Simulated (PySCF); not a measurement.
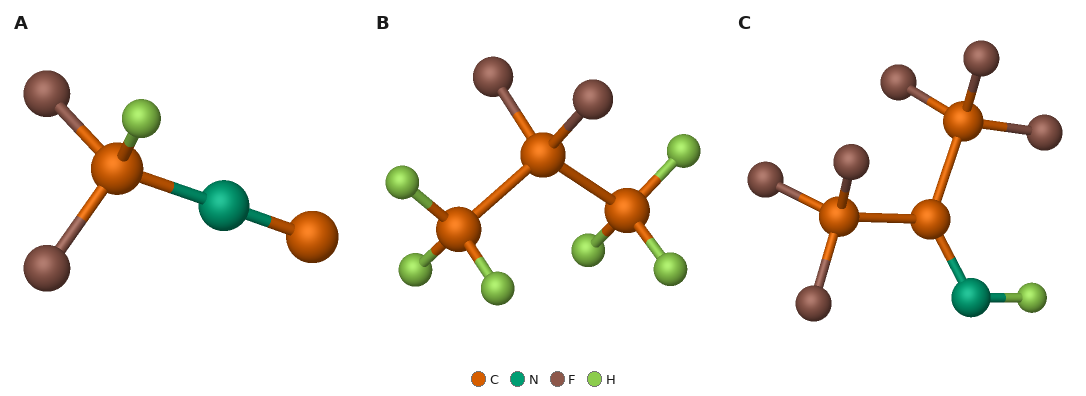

(Drawn from a calculation with PySCF.)

Q: Match each picture to its SMILES.
(1) CC(C)(F)F
(2) N=C(C(F)(F)F)C(F)(F)F
(3) [C-]#[N+]C(F)F

A: A is (3), B is (1), C is (2).
